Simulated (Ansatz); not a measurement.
**C2H2F2O (SMILES O[CH+][C](F)F) (charge +1, doublet): density, localisation and related maps**

```json
{"atom": "C", "x (Å)": "-0.0088", "y (Å)": "-0.9248", "z (Å)": "-3.2352"}
{"atom": "C", "x (Å)": "0.2518", "y (Å)": "0.4090", "z (Å)": "-2.8656"}
{"atom": "F", "x (Å)": "1.3377", "y (Å)": "0.9846", "z (Å)": "-3.2172"}
{"atom": "F", "x (Å)": "-0.5645", "y (Å)": "1.1033", "z (Å)": "-2.1733"}
{"atom": "O", "x (Å)": "-1.1355", "y (Å)": "-1.4332", "z (Å)": "-2.8367"}
{"atom": "H", "x (Å)": "-1.2700", "y (Å)": "-2.3632", "z (Å)": "-3.1192"}
{"atom": "H", "x (Å)": "0.7183", "y (Å)": "-1.4773", "z (Å)": "-3.8269"}
```

Geometry: B3LYP/6-31G*.

All numbers below come from isolated molecule in a Gaussian basis; Kohn-Sham density functional theory, functional PBE0 (Ansatz 0.2.0).

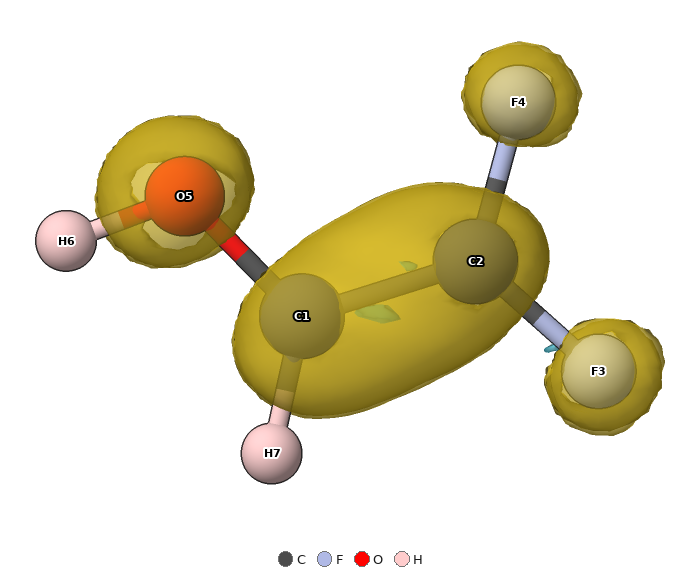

Figure 1. Isosurfaces of the spin density (α minus β) at +0.03 (yellow) and −0.03 e/Å³ (cyan), seen at a tilt.

Q: Describe the spin distribution.

A: The unpaired spin (1 electron) lies mostly on C2 (about 0.3), C1 (about 0.3), O5 (about 0.2), F3 (about 0.1) and F4 (about 0.1), in electrons by Hirshfeld's partition.

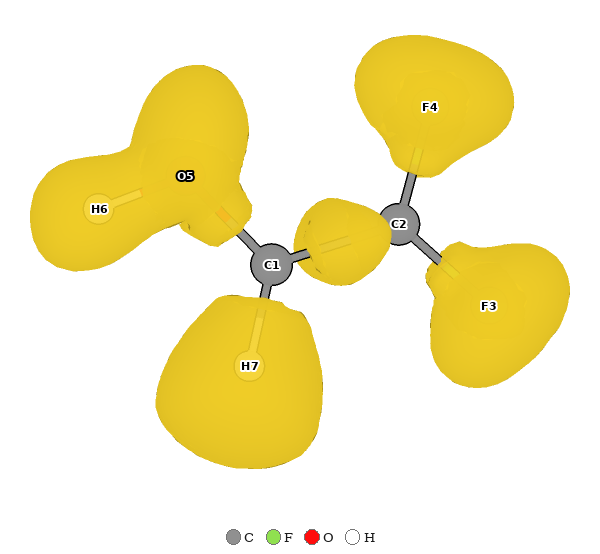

Figure 2. Isosurface of the electron localisation function at 0.75 (yellow), seen across its widest extent. Only the valence region is drawn (cores and ρ < 0.01 e/Å³ removed).

Q: Identify the bonds, lone pairs and shells in this picture.

A: The surface consists of one region between bonded C–C atoms (shared pairs), one region around a hydrogen nucleus, two regions on F in which the atom's valence shell and bonds are merged and one joined region spread over several atoms (H, O), in which their bonds and any lone pairs are merged. Along the contacts the grid gives the following. C–F (1.28 Å): the ELF peaks at about 0.85 between the atoms: a polar covalent bond. C–O (1.30 Å): the ELF peaks at about 0.90 between the atoms; a short, strongly polar bond.

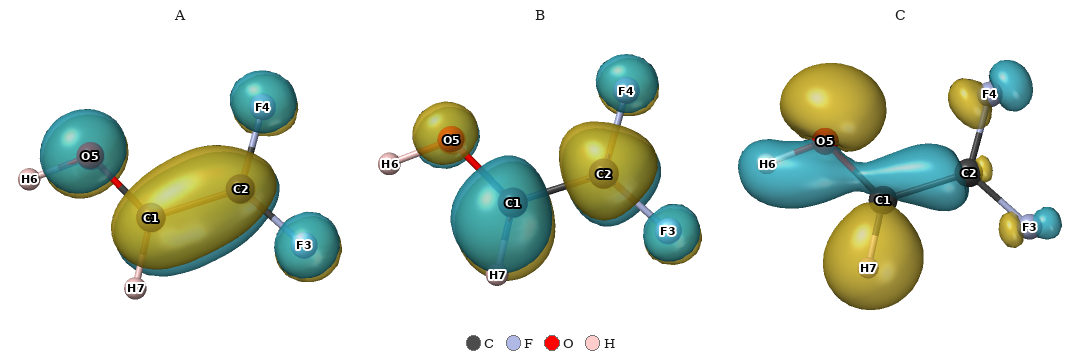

Figure 3. Three frontier orbitals at ±0.15 Å⁻³ᐟ² (yellow and cyan are the two phases), in no order.

Q: Order the three orbitals by energy and name them. All are α orbitals.

A: C is the HOMO−1 (α) (−18.24 eV). Its weight (Hirshfeld) is mainly on O5 (about 50 %), C1 (about 20 %), H7 (about 10 %) and C2 (about 5 %); it is symmetric in the molecular plane (an in-plane orbital: σ, lone-pair or in-plane π type). A is the HOMO (α) (−14.37 eV). It lies mainly on C1 (about 30 %), C2 (about 25 %), O5 (about 20 %), F3 (about 10 %) and F4 (about 10 %); it changes sign across the molecular plane (π type); π-bonding across C1–C2; π-antibonding (a node) across C1–O5, C2–F3 and C2–F4. B is the LUMO (α) (−7.33 eV). By Hirshfeld shares it lies mainly on C1 (about 35 %), C2 (about 35 %), O5 (about 10 %), F4 (about 10 %) and F3 (about 5 %); it changes sign across the molecular plane (π type); π-antibonding (a node) across C1–C2.

Q: What is the gap between the highest occupied and lowest empty α orbitals?

A: 7.04 eV between the orbital energies.

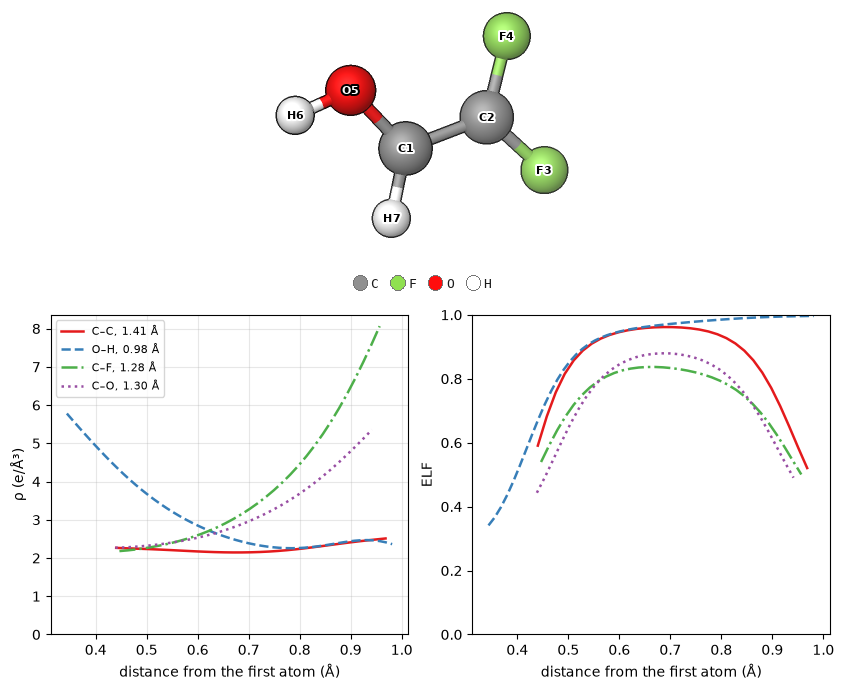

Figure 4. Electron density and ELF along straight lines between neighbouring atoms. The curves leave out the atomic cores. The structure is drawn too.

Q: Compare the contacts.

A: C–C (1.41 Å): ρ is about 2.2 e/Å³ halfway; the ELF peaks at about 0.95 between the atoms; a covalent bond.
O–H (0.98 Å): ρ at the midpoint is about 3.8 e/Å³; the ELF climbs to about 1 towards the hydrogen, as it does in any bond to H (an ordinary covalent bond to hydrogen).
C–F (1.28 Å): ρ at the midpoint is about 2.8 e/Å³; the ELF peaks at about 0.85 between the atoms, as expected for a shared but strongly polarised pair.
C–O (1.30 Å): ρ is about 2.7 e/Å³ halfway; the ELF peaks at about 0.90 between the atoms, as expected for a short, strongly polar bond.
